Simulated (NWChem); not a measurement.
# the pair GeClF···GeHF: a chain of runs

Wanted: the energy (singlet Ge2HClF2, TPSS-D3(0)/def2-SVP), then the energy (singlet GeClF, TPSS-D3(0)/def2-SVP), then the energy (singlet GeHF, TPSS-D3(0)/def2-SVP), then a single-point energy (singlet GeClF, TPSS-D3(0)/def2-SVP), then a single-point energy (singlet GeHF, TPSS-D3(0)/def2-SVP) of ClF2Ge2H and its partners. 

Program for the calculation: NWChem 7.3.0.

**1. The structure to begin with**

Ge2HClF2 has 6 atoms, charge 0, and is taken as a singlet. The two molecules were placed rigidly side by side, at 0.9 times their contact distance; the pair isn't optimised.

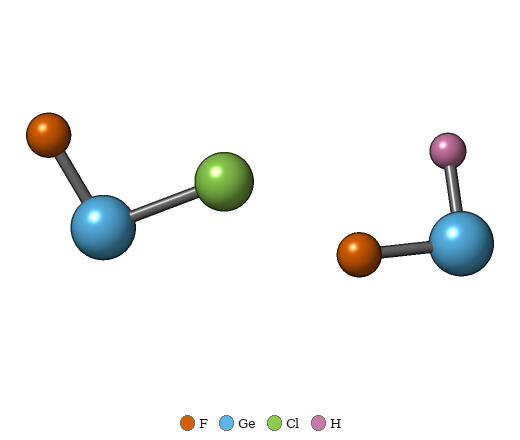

Viewed from a chosen angle; fluorine orange, germanium blue, chlorine green, hydrogen pink.

**2. The energy at TPSS-D3(0)/def2-SVP (run 1)**

File run.nw:

```
start run
title "ClF2Ge2H"
memory 2200 mb
geometry noautosym nocenter noautoz
  F     0.114000    1.440300    0.210570
  Ge   -0.759200    0.057200   -0.405930
  Cl    0.645200   -1.497500    0.195370
  F     0.927000   -3.646800   -1.733320
  Ge    1.950460   -4.935840   -2.346890
  H     3.270450   -4.017230   -2.412030
end
basis spherical bse
  * library def2-SVP
end
dft
  xc xtpss03 ctpss03
  disp vdw 3
  grid fine
  convergence energy 1e-08
  iterations 100
  mulliken
  print low
end
task dft energy
```

Command:

```bash
$ nwchem run.nw > run.out
```

Standard output:

```text
[...]
 d= 0,ls=0.0,diis     1  -4813.5495595034 -5.41D+03  2.59D-02  1.28D+00     2.2
[...]
 d= 0,ls=0.0,diis    12  -4813.7301124042 -6.58D-09  4.84D-07  8.05D-09    19.5
         Total DFT energy =    -4813.730112404241
      One electron energy =    -7897.376429554732
           Coulomb energy =     2692.773195474154
    Exchange-Corr. energy =     -207.583497673362
 Nuclear repulsion energy =      598.458890257415
    Dispersion correction =       -0.002270907718
[...]
      Total Density - Mulliken Population Analysis
     ---------------------------------------------
    Atom       Charge   Shell Charges
 -----------   ------   -------------------------------------------------------
    1 F    9     9.34   1.99  1.14  0.82  3.31  2.09  0.00
    2 Ge  32    31.41   2.00  2.00  2.00  1.53  0.37  6.00  5.97  0.86  0.50  8.08  1.82  0.29
    3 Cl  17    17.24   2.00  1.99  1.27  0.71  5.93  2.14  3.21  0.01
    4 F    9     9.35   1.99  1.14  0.82  3.31  2.09  0.00
    5 Ge  32    31.50   2.00  2.00  1.99  1.48  0.40  6.00  5.97  0.94  0.60  8.07  1.82  0.23
    6 H    1     1.15   0.73  0.41  0.01
[...]
```

Run time: 20 s. Hardware: 1 thread of AMD EPYC 9R14 (Zen 4), shared host; peak memory 0.13 GiB.

**3. GeClF: a single-point energy at TPSS-D3(0)/def2-SVP (run 2)**

File mol.nw:

```
echo
start mol
memory stack 880 mb heap 220 mb global 1100 mb

geometry units angstroms noautosym nocenter noautoz
 F        0.114000       1.440300       0.210570
 Ge      -0.759200       0.057200      -0.405930
 Cl       0.645200      -1.497500       0.195370
end

basis spherical bse
 * library def2-SVP
end

dft
 xc xtpss03 ctpss03
 disp vdw 3
 grid fine
 convergence energy 1e-08
 maxiter 100
 mulliken
 print low
end

task dft energy
```

Command:

```bash
$ nwchem mol.nw > mol.out
```

Standard output:

```text
[...]
 d= 0,ls=0.0,diis     1  -2636.5415413691 -2.88D+03  3.38D-02  7.25D-01     1.0
[...]
 d= 0,ls=0.0,diis    11  -2636.6432610811 -2.58D-09  7.46D-07  2.39D-09     6.9
         Total DFT energy =    -2636.643261081123
      One electron energy =    -4159.678973469903
           Coulomb energy =     1394.419976847194
    Exchange-Corr. energy =     -117.761212307633
 Nuclear repulsion energy =      246.377369780469
    Dispersion correction =       -0.000421931249
[...]
      Total Density - Mulliken Population Analysis
     ---------------------------------------------
    Atom       Charge   Shell Charges
 -----------   ------   -------------------------------------------------------
    1 F    9     9.34   1.99  1.14  0.81  3.31  2.08  0.00
    2 Ge  32    31.40   2.00  2.00  2.00  1.53  0.37  6.00  5.97  0.86  0.49  8.08  1.82  0.29
    3 Cl  17    17.26   2.00  1.99  1.26  0.71  5.93  2.13  3.22  0.01
[...]
```

Wall time 7.5 s (1 thread of AMD EPYC 9R14 (Zen 4), shared host); peak memory 0.12 GiB.

**4. GeHF: the energy at TPSS-D3(0)/def2-SVP (run 3)**

File input.nw:

```
start input
title "FGeH TPSS"
memory total 2200 mb

geometry units angstroms noautosym nocenter noautoz
 F        0.927000      -3.646800      -1.733320
 Ge       1.950460      -4.935840      -2.346890
 H        3.270450      -4.017230      -2.412030
end

basis spherical bse
 * library def2-SVP
end

dft
 xc xtpss03 ctpss03
 disp vdw 3
 grid fine
 convergence energy 1e-08
 iterations 100
 mulliken
 noprint "final vectors analysis"
end

task dft energy
```

Command:

```bash
$ nwchem input.nw > input.out
```

Standard output:

```text
[...]
          Wavefunction type:  closed shell.
          No. of atoms     :     3
          No. of electrons :    42
[...]
          Charge           :     0
          Spin multiplicity:     1
[...]
          AO basis - number of functions:    51
[...]
              XC Information
              --------------
                  TPSS metaGGA Exchange Functional  1.000
             TPSS03 metaGGA Correlation Functional  1.000
[...]
 d= 0,ls=0.0,diis     1  -2177.0107425637 -2.28D+03  3.98D-02  5.44D-01     0.7
[...]
 d= 0,ls=0.0,diis    11  -2177.0869165829 -3.67D-10  1.60D-07  1.28D-10     4.8
         Total DFT energy =    -2177.086916582889
      One electron energy =    -3231.372632584967
           Coulomb energy =     1044.896871569977
    Exchange-Corr. energy =      -89.823314324782
 Nuclear repulsion energy =       99.212479259103
    Dispersion correction =       -0.000320502220
[...]
      Total Density - Mulliken Population Analysis
     ---------------------------------------------
    Atom       Charge   Shell Charges
 -----------   ------   -------------------------------------------------------
    1 F    9     9.35   1.99  1.13  0.82  3.31  2.09  0.00
    2 Ge  32    31.50   2.00  2.00  1.99  1.48  0.40  6.00  5.97  0.93  0.59  8.07  1.82  0.23
    3 H    1     1.15   0.73  0.41  0.01
[...]
```

Wall time 5.4 s (1 thread of AMD EPYC 9R14 (Zen 4), shared host); peak memory 0.12 GiB.

**5. GeClF among ghost functions: a single-point energy at TPSS-D3(0)/def2-SVP (with ghost functions) (run 4)**

File clfge.nw:

```
START clfge
TITLE "ClFGe TPSS"
memory 2200 mb
charge 0
GEOMETRY units bohr noautosym nocenter noautoz
 F      0.21542878     2.72177254     0.39791963
 Ge    -1.43468007     0.10809233    -0.76709653
 Cl     1.21925130    -2.82986487     0.36919579
 bqF      1.751776    -6.891453    -3.275500
 bqGe     3.685835    -9.327386    -4.434979
 bqH      6.180255    -7.591464    -4.558076
END
BASIS spherical bse
 F library def2-SVP
 Ge library def2-SVP
 Cl library def2-SVP
 bqF library F def2-SVP
 bqGe library Ge def2-SVP
 bqH library H def2-SVP
END
DFT
 xc xtpss03 ctpss03
 disp vdw 3
 grid fine
 convergence energy 1e-08
 iterations 100
 mulliken
 noprint "final vectors analysis"
END
TASK dft
```

Command:

```bash
$ nwchem clfge.nw > clfge.out
```

Standard output:

```text
[...]
          Wavefunction type:  closed shell.
          No. of atoms     :     6
          No. of electrons :    58
[...]
          Charge           :     0
          Spin multiplicity:     1
[...]
          AO basis - number of functions:   115
[...]
              XC Information
              --------------
                  TPSS metaGGA Exchange Functional  1.000
             TPSS03 metaGGA Correlation Functional  1.000
[...]
 d= 0,ls=0.0,diis     1  -2636.5424218076 -2.88D+03  1.88D-02  7.25D-01     1.9
[...]
 d= 0,ls=0.0,diis    11  -2636.6441273828 -2.61D-09  4.21D-07  2.45D-09    16.6
         Total DFT energy =    -2636.644127382837
      One electron energy =    -4159.620274904333
           Coulomb energy =     1394.357708757544
    Exchange-Corr. energy =     -117.758491294755
 Nuclear repulsion energy =      246.377351990019
    Dispersion correction =       -0.000421931312
[...]
      Total Density - Mulliken Population Analysis
     ---------------------------------------------
    Atom       Charge   Shell Charges
 -----------   ------   -------------------------------------------------------
    1 F    9     9.34   1.99  1.14  0.81  3.31  2.08  0.00
    2 Ge  32    31.40   2.00  2.00  2.00  1.53  0.37  6.00  5.97  0.86  0.49  8.08  1.82  0.29
    3 Cl  17    17.26   2.00  1.99  1.26  0.71  5.93  2.13  3.22  0.01
    4 X    0     0.00   0.00 -0.00  0.00 -0.00  0.00  0.00
    5 X    0     0.01   0.00  0.00  0.00 -0.00  0.00 -0.00  0.00 -0.00  0.00  0.00 -0.00  0.00
    6 X    0    -0.00  -0.00 -0.00 -0.00
[...]
```

It took 17 s on 1 thread of AMD EPYC 9R14 (Zen 4), shared host; peak memory 0.13 GiB.

**6. GeHF among ghost functions: the energy at TPSS-D3(0)/def2-SVP (with ghost functions) (run 5)**

File fgeh.nw:

```
start fgeh
title "FGeH TPSS"
memory total 2200 mb
geometry noautosym nocenter noautoz
  F     0.927000   -3.646800   -1.733320
  Ge    1.950460   -4.935840   -2.346890
  H     3.270450   -4.017230   -2.412030
  bqF      0.114000     1.440300     0.210570
  bqGe    -0.759200     0.057200    -0.405930
  bqCl     0.645200    -1.497500     0.195370
end
basis "ao basis" spherical bse
  F library def2-SVP
  Ge library def2-SVP
  H library def2-SVP
  bqF library F def2-SVP
  bqGe library Ge def2-SVP
  bqCl library Cl def2-SVP
end
dft
  xc xtpss03 ctpss03
  disp vdw 3
  grid fine
  convergence energy 1e-08
  maxiter 100
  mulliken
  noprint "final vectors analysis"
end
task dft energy
```

Command:

```bash
$ nwchem fgeh.nw > fgeh.out
```

Standard output:

```text
[...]
          Wavefunction type:  closed shell.
          No. of atoms     :     6
          No. of electrons :    42
[...]
          Charge           :     0
          Spin multiplicity:     1
[...]
          AO basis - number of functions:   115
[...]
              XC Information
              --------------
                  TPSS metaGGA Exchange Functional  1.000
             TPSS03 metaGGA Correlation Functional  1.000
[...]
 d= 0,ls=0.0,diis     1  -2177.0123089912 -2.28D+03  1.74D-02  5.42D-01     1.8
[...]
 d= 0,ls=0.0,diis    11  -2177.0883337255 -3.70D-10  7.17D-08  1.26D-10    15.8
         Total DFT energy =    -2177.088333725485
      One electron energy =    -3231.322111443398
           Coulomb energy =     1044.841881215894
    Exchange-Corr. energy =      -89.820262254864
 Nuclear repulsion energy =       99.212479259103
    Dispersion correction =       -0.000320502220
[...]
      Total Density - Mulliken Population Analysis
     ---------------------------------------------
    Atom       Charge   Shell Charges
 -----------   ------   -------------------------------------------------------
    1 F    9     9.35   1.99  1.13  0.82  3.31  2.09  0.00
    2 Ge  32    31.49   2.00  2.00  1.99  1.48  0.40  6.00  5.97  0.93  0.59  8.07  1.82  0.23
    3 H    1     1.15   0.73  0.41  0.01
    4 X    0    -0.00  -0.00  0.00 -0.00 -0.00 -0.00 -0.00
    5 X    0     0.00  -0.00  0.00 -0.00 -0.00  0.00 -0.00 -0.00 -0.00  0.00 -0.00 -0.00 -0.00
    6 X    0     0.01   0.00  0.00 -0.00  0.00  0.00 -0.00  0.00  0.00
[...]
```

Run time: 17 s. Hardware: 1 thread of AMD EPYC 9R14 (Zen 4), shared host; peak memory 0.13 GiB.

**7. Outcome**

| quantity | value |
| --- | --- |
| run 1, TPSS-D3(0)/def2-SVP: total energy | -4813.73011 Eh |
| run 1, TPSS-D3(0)/def2-SVP: dispersion energy | -5.96 kJ/mol |
| GeClF: total energy | -2636.64326 Eh |
| GeClF: dispersion energy | -1.11 kJ/mol |
| GeHF: total energy | -2177.08692 Eh |
| GeHF: dipole moment | 1.56 D |
| GeHF: dispersion energy | -0.84 kJ/mol |
| GeClF among ghost functions: total energy | -2636.64413 Eh |
| GeClF among ghost functions: dipole moment | 1.96 D |
| GeClF among ghost functions: dispersion energy | -1.11 kJ/mol |
| GeHF among ghost functions: total energy | -2177.08833 Eh |
| GeHF among ghost functions: dipole moment | 1.65 D |
| GeHF among ghost functions: dispersion energy | -0.84 kJ/mol |
| interaction energy of the rigid parts GeClF and GeHF (parts in their own basis; closest atoms 2.90 Å apart) | 0.002 eV |
| interaction energy of the rigid parts GeClF and GeHF (parts in the whole basis, counterpoise; closest atoms 2.90 Å apart) | 0.064 eV |

**Reading.** The interaction energy of the rigid parts GeClF and GeHF (parts in their own basis; closest atoms 2.90 Å apart) is 0.00 eV (0.0 kcal/mol). Without counterpoise this holds the superposition error of the basis. The interaction energy of the rigid parts GeClF and GeHF (parts in the whole basis, counterpoise; closest atoms 2.90 Å apart) is 0.06 eV (1.5 kcal/mol): the parts repel at this shape. The basis-set superposition error is 6.0 kJ/mol. Mulliken charges (run 1, TPSS-D3(0)/def2-SVP) run from -0.35 on F4 to +0.59 on Ge2. Mulliken charges (GeClF) run from -0.34 on F1 to +0.60 on Ge2; they depend strongly on the basis.
